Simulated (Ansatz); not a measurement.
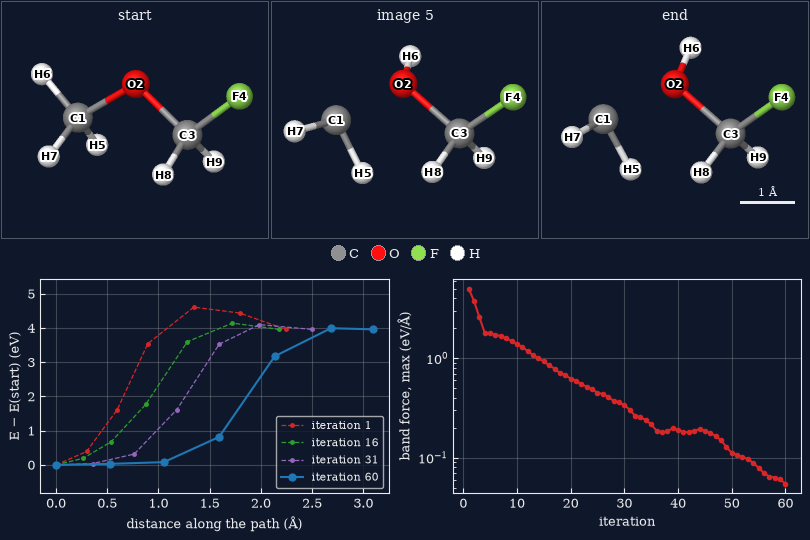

A search for the minimum-energy path of C$_{2}$H$_{5}$FO by the nudged elastic band. Images are numbered from 0 (start) to 6 (end). The plot follows the band through its iterations. Style: ball-and-stick. Shown at a tilt.

Method: Ansatz 0.2.0, RKS PBE/6-31G. Set-up: 5 movable images; climbing image; force threshold 0.05 eV/Å; iteration limit 60; optimiser FIRE; largest step 0.02 Å; starting path through a guess of the saddle point.

Question: Did the band converge, and can the barrier be trusted?

Answer: The result isn't final. The band hadn't converged when the run stopped after 60 iterations. The largest component of the band force went from 5 to 0.055 eV/Å. The barrier read from it is provisional, though the highest image hardly moved in the last two iterations. The step length is far from the usual. The first iteration put the highest image at 4.61 eV. The energy climbs by 4.00 eV to image 5 and then falls by 0.03 eV, so the end point sits at +3.96 eV.

Cost: 3.6 min on 1 thread of AMD EPYC 9R45 96-Core Processor (Zen 5) (shared host), peak memory 0.11 GiB.
